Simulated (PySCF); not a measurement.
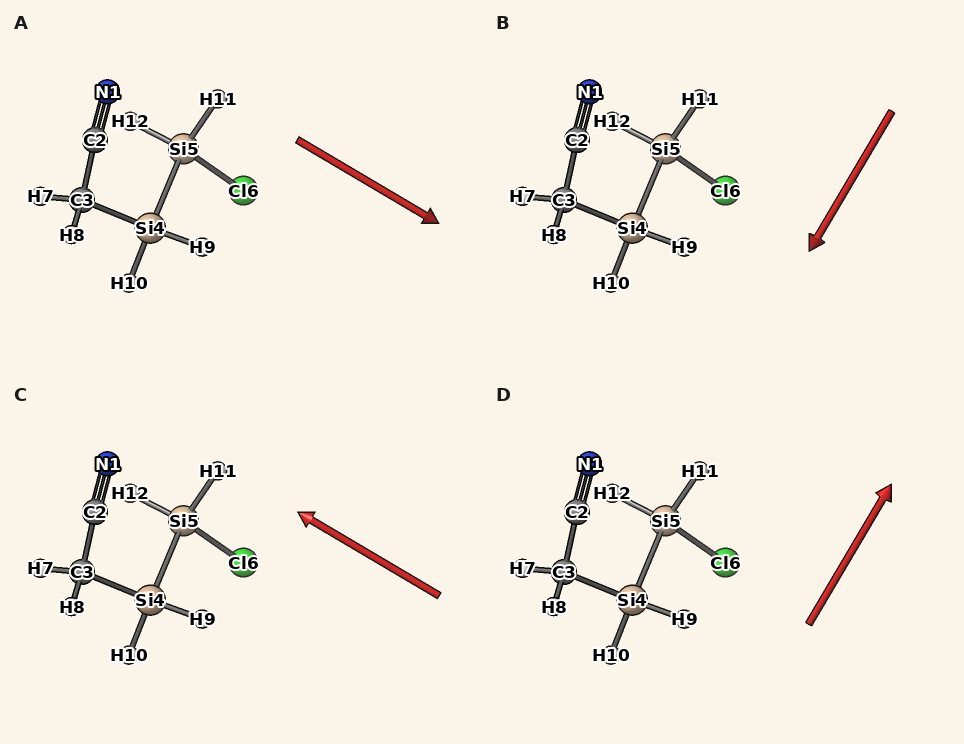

The same molecule four times, each with an arrow. The computed structure is the end point of a PBE0-D3(BJ)/def2-SVP optimisation. No frequency run is at hand to confirm it as a minimum. Level of theory: PBE0/aug-cc-pVDZ, gas phase (PySCF 2.14.0).

> Which arrow points along the dipole moment, from the negative to the positive end?

B. The dipole moment is 3.40 D; it points from the side of H11 to the side of H10 (the outermost atoms at the two ends).
